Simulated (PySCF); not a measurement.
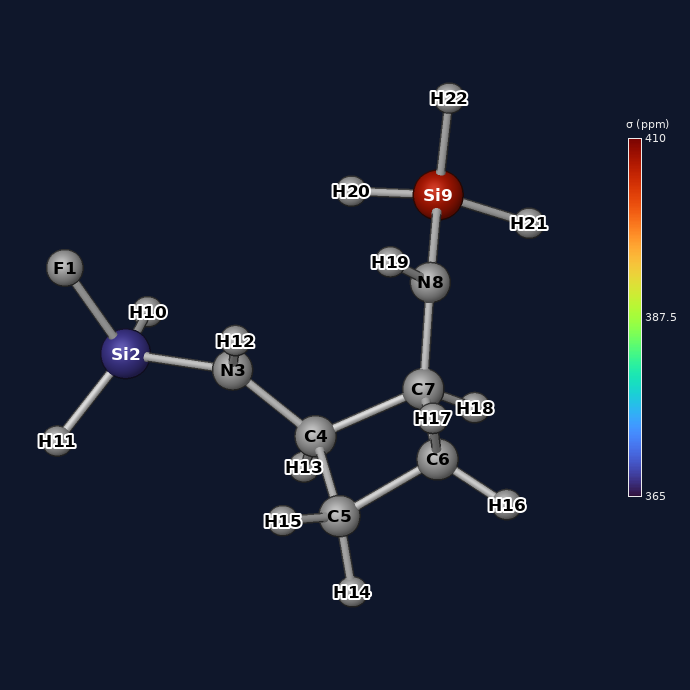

Atoms are coloured by their isotropic NMR shieldings (Si only, the others grey). The geometry was computed by an optimisation with GFN2-xTB. No frequency run is at hand to confirm it as a minimum. Method: GIAO PBE0/pcSseg-1 NMR shielding, non-relativistic, gas phase (PySCF 2.14.0).

Give the isotropic NMR shieldings of the Si atoms atom by atom.

```tsv
atom	σ (ppm)
Si2	367.2
Si9	407.2
```

The geometry is semi-empirical. Around Si such bond lengths and angles can be off by a tenth of an ångström or more and by several degrees, and values that hang on the shape move with them.
